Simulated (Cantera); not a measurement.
Feed: 1 mol MgO, 7.9 mol O2, 5 mol N2, 0.91 mol SO3, held at 1.00 bar.

Equilibrium computed with Cantera from the NASA thermochemical tables; the gas is ideal and each condensed phase is pure. Candidate condensed phases: Mg, MgO, MgS, MgSO4, S; 22 gas species. Mutual solubility and eutectic melting of coexisting phases are not modelled. Equilibrium is a limit: real reactors are often held back by kinetics, nucleation or transport.

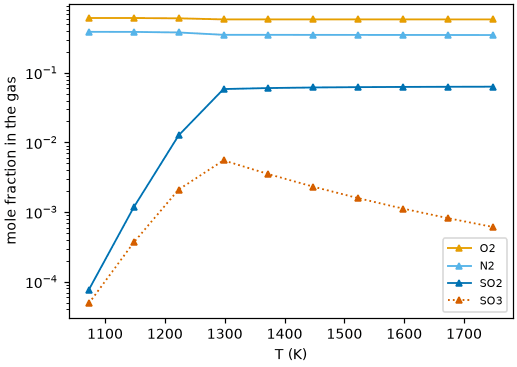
Figure. Equilibrium gas composition (values under 1e-9 drawn at 1e-9)

From 1073 K to 1223 K the condensed part is MgO(s) + MgSO4(s). From 1298 K to 1748 K the condensed part is MgO(s).
